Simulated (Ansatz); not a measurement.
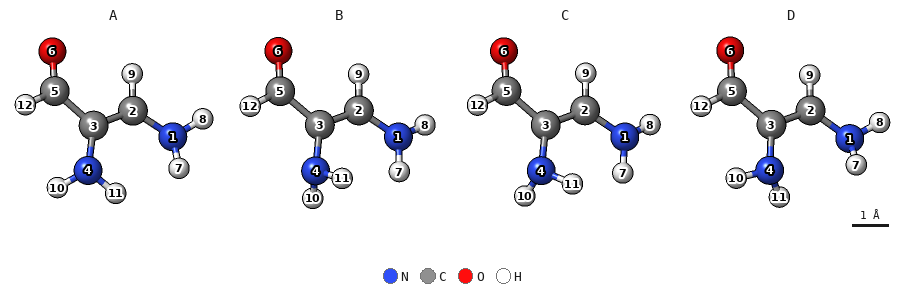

4 geometries from a converged minimum-energy path of C$_{3}$H$_{6}$N$_{2}$O, shuffled. The picture is a ball-and-stick view, seen at a tilt.

Theory: Ansatz 0.2.0, RKS B3LYP-D4/def2-SVP. Run with 7 movable images; climbing image; force threshold 0.03 eV/Å; iteration limit 60; starting path through a guess of the saddle point.

Which frame is the top of the path?

Answer. A. In order along the path, whose images run from 0 to 8: D (image 3, +8.7 kJ/mol), A (image 5, +20.0 kJ/mol), C (image 7, +14.5 kJ/mol), B (image 8, +14.0 kJ/mol). The motion is an umbrella inversion at N1. No bond forms or breaks between the ends. Among the angles between lasting bonds that change up to the highest image: C2–C3–N4 118.2° → 125.9°, H7–N1–H8 120.5° → 114.2°.

Cost: 8.5 min on 2 threads of Arm Neoverse V1, with other jobs on the host, peak memory 0.26 GiB.
